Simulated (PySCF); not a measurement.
Excited-state calculation of Si4H6O5

The run: excited-state calculation of Si4H6O5. Method and program: TDDFT CAM-B3LYP/def2-SVPD, vertical, gas phase, core orbitals frozen in the response (PySCF 2.14.0).

The geometry comes from this level: PBE0-D3(BJ)/def2-SVP.

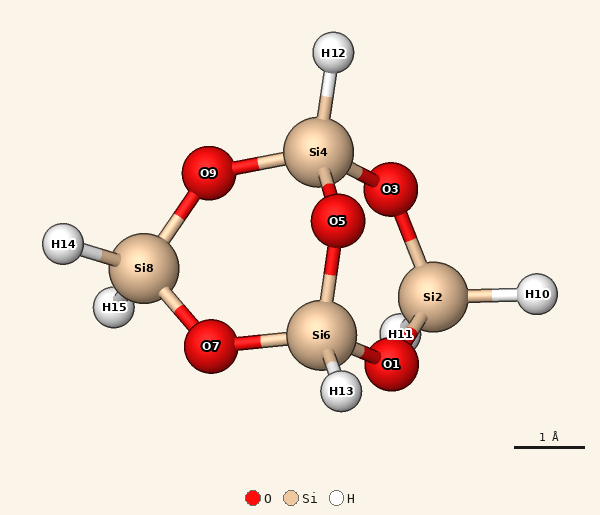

The structure (ball-and-stick view, seen at a tilt; atoms are numbered from 1 in the order of the input). Bond lengths as drawn: H–Si 1.47 to 1.48 Å and O–Si 1.66 to 1.67 Å.

Input
```
{"job": {"kind": "uv", "xc": "CAM-B3LYP", "basis": "def2-SVPD", "nstates": 6, "ntriplets": 2, "ip": true}, "charge": 0, "multiplicity": 1}
O     -0.688592     0.568582     1.682318
Si     0.232889    -0.746953     2.140358
O      1.352729    -1.016833     0.931524
Si     1.543496    -0.196924    -0.495962
O      1.006741     1.356812    -0.198493
Si    -0.576830     1.494856     0.312570
O     -1.497286     0.817401    -0.888323
Si    -1.065480    -0.373612    -1.976025
O      0.510339    -0.812212    -1.635453
H      0.942573    -0.437929     3.406369
H     -0.646752    -1.935548     2.273515
H      2.937596    -0.243652    -0.954400
H     -0.971958     2.885706     0.568828
H     -1.139539     0.166573    -3.356521
H     -1.950799    -1.551465    -1.795601
```

The first line tells a small driver script what to run in PySCF; the rest is the geometry in Å.

Launch command:
```bash
OMP_NUM_THREADS=1 python <driver script> task.json out
```

What the program printed
```
coarse grid: 15648 points
cycle   1  E = -1536.8312453527  dE =  1.559e+00  |g| = 1.456e+00  |ddm| = 8.011e+00
cycle   2  E = -1536.6045830757  dE =  2.267e-01  |g| = 1.850e+00  |ddm| = 7.251e+00
cycle   3  E = -1537.2236301491  dE = -6.190e-01  |g| = 6.721e-02  |ddm| = 3.332e+00
cycle   4  E = -1537.2244028803  dE = -7.727e-04  |g| = 4.338e-02  |ddm| = 2.817e-01
cycle   5  E = -1537.2247273621  dE = -3.245e-04  |g| = 1.488e-02  |ddm| = 1.539e-01
cycle   6  E = -1537.2247688107  dE = -4.145e-05  |g| = 1.618e-03  |ddm| = 3.979e-02
cycle   7  E = -1537.2247695523  dE = -7.415e-07  |g| = 2.509e-04  |ddm| = 7.139e-03
final grid: 135976 points
cycle   8  E = -1537.4573935430  dE = -1.451e-05  |g| = 1.698e-03  |ddm| = 6.644e-02
cycle   9  E = -1537.4573934598  dE =  8.322e-08  |g| = 1.983e-03  |ddm| = 9.435e-03
cycle  10  E = -1537.4573941398  dE = -6.800e-07  |g| = 1.178e-04  |ddm| = 3.546e-03
cycle  11  E = -1537.4573941434  dE = -3.592e-09  |g| = 7.284e-05  |ddm| = 6.388e-04
cycle  12  E = -1537.4573941443  dE = -9.172e-10  |g| = 2.627e-05  |ddm| = 1.630e-04
```

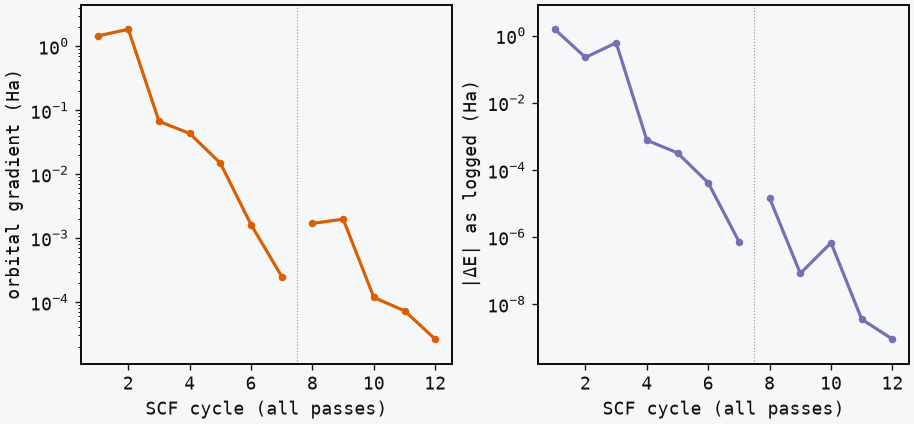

Convergence of the self-consistent field: orbital gradient and size of the energy change against the SCF cycle. The dotted line marks the change from a coarse to the final integration grid. The first 7 cycles use a coarse grid, the final grid takes over at cycle 8, and the field converges after 12 cycles in all.

```
converged SCF energy = -1537.4573941443

Static polarisability (au): isotropic 95.891, principal 91.176 92.945 103.552

Singlet excitations
state   eV       nm        f      main configurations
  1   7.8455    158.0   0.00000   H->L+1 0.65, H-1->L+2 0.25
  2   7.9093    156.8   0.00608   H->L 0.62
  3   7.9290    156.4   0.00122   H->L+2 0.46, H-1->L+1 0.32, H->L 0.10
  4   8.2254    150.7   0.00580   H-1->L 0.49, H->L+6 0.28, H-1->L+3 0.08
  5   8.6095    144.0   0.09015   H->L+3 0.65, H->L 0.11, H-1->L+4 0.09
  6   8.7896    141.1   0.08340   H->L+4 0.39, H-1->L+3 0.21, H-1->L 0.12

Triplet excitations (Tamm-Dancoff, eV): 7.4210 7.4774
Vertical ionisation energy (delta-SCF) = 10.7890 eV
```

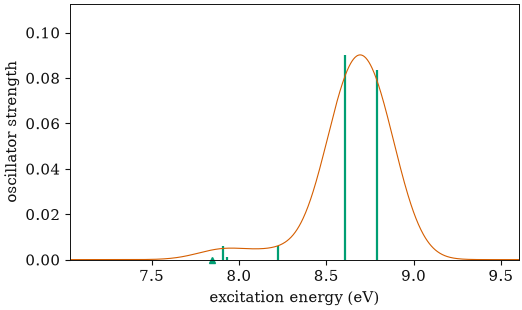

Computed excitations as sticks (degenerate states added up, dark ones marked on the axis), with a Gaussian envelope of 0.35 eV full width at half maximum, scaled to the tallest. Of the 6 states the lowest lies at 7.85 eV (f = 0.000); the strongest line is at 8.61 eV, or 144 nm (f = 0.090).

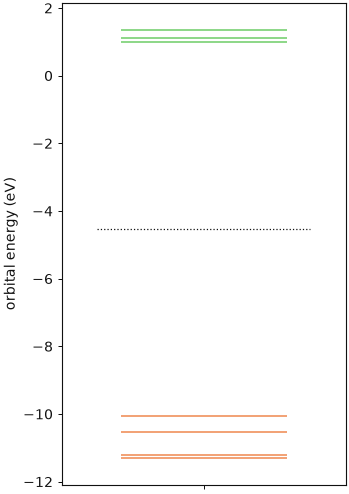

Orbital energies near the frontier; the dotted line parts filled from empty levels, and levels within 0.02 eV of each other stand side by side. Highest filled −10.05 eV, lowest empty 0.99 eV, 11.04 eV apart.

Key numbers

- outcome: converged
- total energy: −1537.457394 hartree
- HOMO: −10.05 eV
- LUMO: 0.99 eV
- dipole moment: 0.06 D
- mean polarisability: 95.89 a.u.
- vertical ionisation energy: 10.79 eV
- lowest singlet excitation: 7.85 eV
- hardware: 1 CPU thread, shared host
- wall time: 7.6 min
- peak memory: 1.4 GiB
